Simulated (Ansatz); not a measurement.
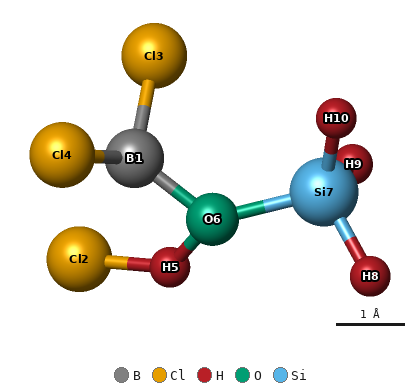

Fig. 1: The input geometry (ball-and-stick view, seen at a tilt; atoms are numbered from 1 in the order of the input). Bond lengths as drawn: B–Cl 1.76 to 1.78 Å, B–O 1.46 Å, Cl–H 1.51 Å, H–O 1.25 Å, H–Si 1.48 Å and O–Si 1.69 Å.

**Single-point calculation of BSiH$_{4}$Cl$_{3}$O**

BSiH$_{4}$Cl$_{3}$O, computed with RKS PBE0-D4/def2-TZVPP (Ansatz 0.2.0).

The geometry is a transition state. The reaction was set up to form B1–O6 and Cl2–H5 and to break B1–Cl2 and H5–O6 (atoms counted from 1 in the order of the input); sticks are drawn by distance alone. The geometry comes from this level: PBE0-D4/def2-TZVP.

Log:
```
Functional definition: PBE0
  name "PBE0"
  cite "Adamo & Barone, J. Chem. Phys. 110, 6158 (1999) doi:10.1063/1.478522"
  cite "Perdew, Burke & Ernzerhof, Phys. Rev. Lett. 77, 3865 (1996) doi:10.1103/PhysRevLett.77.3865"
  parent pbe
  parameter a = 0.25
  parameter kappa = 0.804
  parameter beta = 0.06672455060314922
  exchange = (1 - a)*pbe_x(kappa = kappa, mu = beta*pi^2/3) + a*exact_x
  correlation = pbe_c(beta = beta)
1822 factors; their error is unknown
mean field evaluation 1: about -48217.9967 eV, gradient 4.6e1 eV
mean field evaluation 2: about -48211.9045 eV, gradient 7.4e1 eV
mean field evaluation 4: about -48221.3823 eV, gradient 2.7e0 eV
mean field evaluation 8: about -48221.4018 eV, gradient 6.9e-2 eV
mean field evaluation 16: about -48221.5196 eV, gradient 2.6e-5 eV
mean field -48221.51955293 eV, -1772.1081578502 hartree, gradient 2.6e-5 eV, S^2 0.000000; 0 other end points of the search recorded, 0 dependent functions left out
reference -48221.51958820 eV, -1772.1081591464 hartree; 41, 41 occupied and 245, 245 virtual orbitals, 1822 factors
Total energy: -48221.82432846 eV, -1772.1193581445 hartree
```

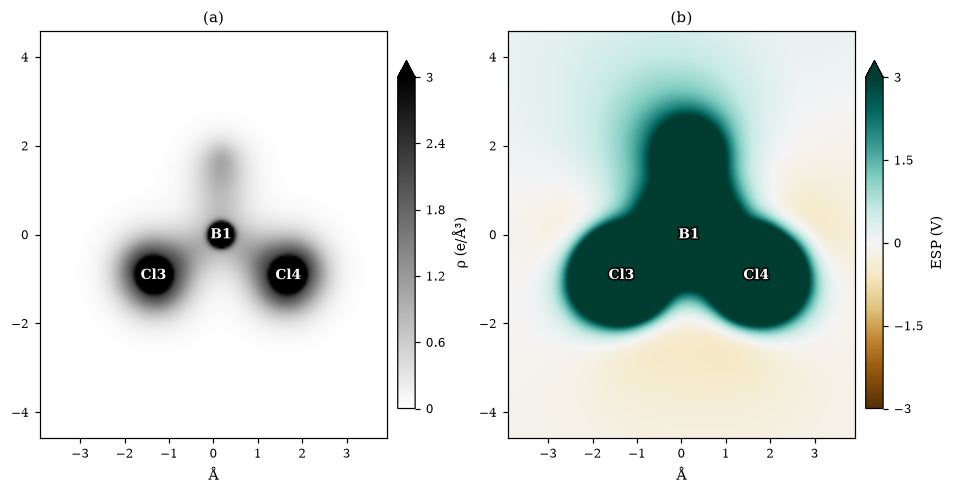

Fig. 2: (a) electron density; (b) molecular electrostatic potential on the plane of atoms Cl3, B1 and Cl4. The section cuts through B and Cl sites.

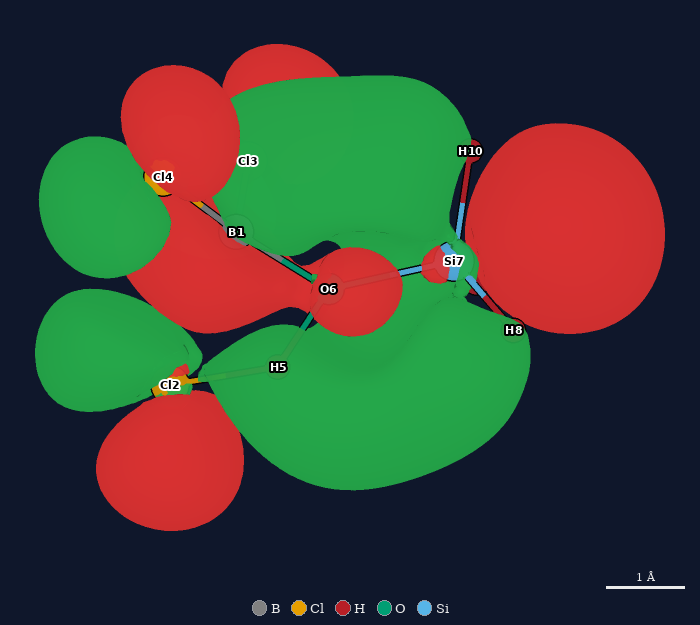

Fig. 3: One frontier orbital at ±0.05 Å⁻³ᐟ² (green and red are the two phases), seen face on. The LUMO, at −0.80 eV. Its weight (Hirshfeld) is mainly on B1 (25 %), Si7 (20 %), Cl2 (15 %), Cl3 (10 %) and Cl4 (10 %).

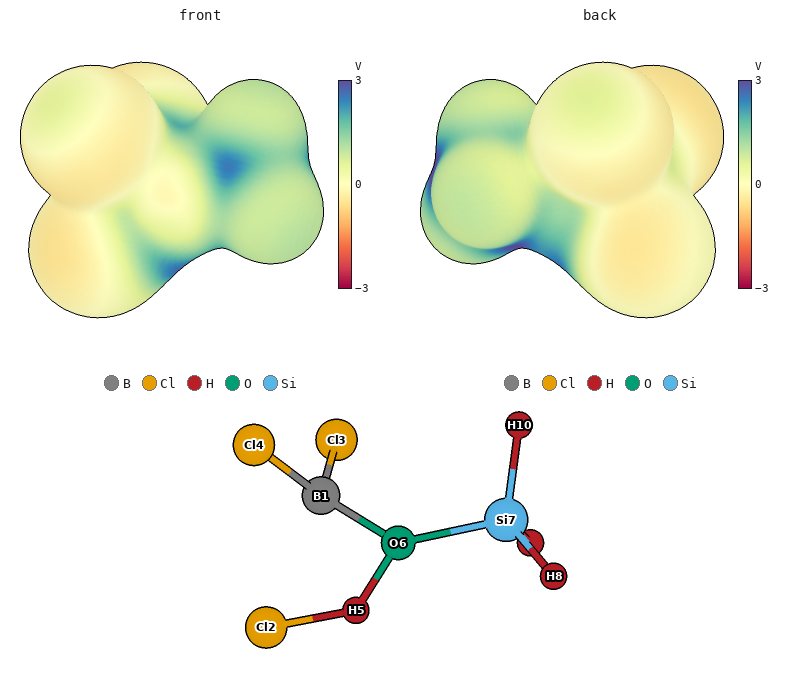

Fig. 4: The electrostatic potential painted on the density surface at 0.004 e/bohr³, seen face on and from behind; the colour scale runs from red (negative) to blue (positive). The bare structure is drawn below in the same view.

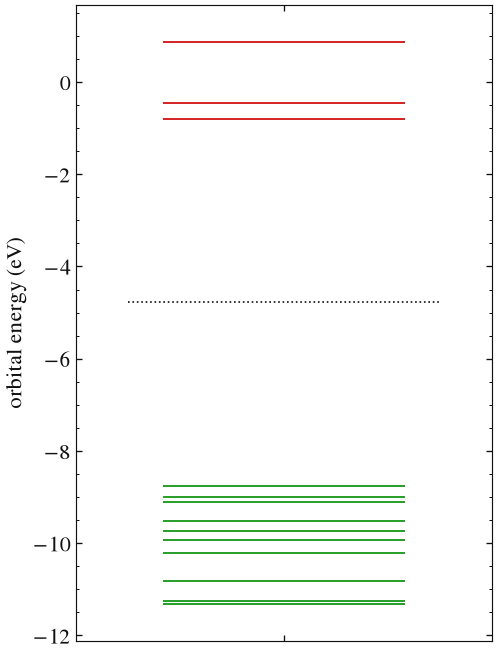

Fig. 5: Orbital energies near the frontier; the dotted line parts filled from empty levels, and levels within 0.02 eV of each other stand side by side. Highest filled −8.76 eV, lowest empty −0.80 eV, 7.96 eV apart.

The run was set up as follows.

Input:
```yaml
crystal:
  periodic: [false, false, false]
  atoms:
    - {symbol: B, position_ang: [-1.317204, 0.137105, 0.084510]}
    - {symbol: Cl, position_ang: [-1.674484, -1.877898, 0.904789]}
    - {symbol: Cl, position_ang: [-1.569253, 0.083311, -1.672219]}
    - {symbol: Cl, position_ang: [-2.270570, 1.283428, 1.026736]}
    - {symbol: H, position_ang: [-0.339722, -1.161567, 0.925814]}
    - {symbol: O, position_ang: [0.066236, -0.052161, 0.527428]}
    - {symbol: Si, position_ang: [1.492486, 0.323524, -0.303998]}
    - {symbol: H, position_ang: [2.557273, 0.196620, 0.713189]}
    - {symbol: H, position_ang: [1.694241, -0.641122, -1.406194]}
    - {symbol: H, position_ang: [1.361099, 1.708659, -0.800155]}
basis:
  gaussian: {orbitals: def2-TZVPP}
hamiltonian: {xc: pbe0, dispersion: d4}
output: {orbitals: {seedname: orbitals}}
```

Launch command:
```bash
ansatz run in.yaml --threads 8 --pin off --events-out ev --progress --plain --max-ram 19148MiB
```

Key numbers:

```tsv
quantity	value
outcome	converged
total energy	−48221.8243 eV
mean-field energy	−48221.5196 eV
dispersion energy	−0.3047 eV
SCF solution under orbital rotations	stable
HOMO	−8.76 eV
LUMO	−0.80 eV
hardware	8 threads of Arm Neoverse V2, 23 GiB of memory available, shared host
wall time	2.8 s (CPU time 20 s)
peak memory	1.1 GiB
```
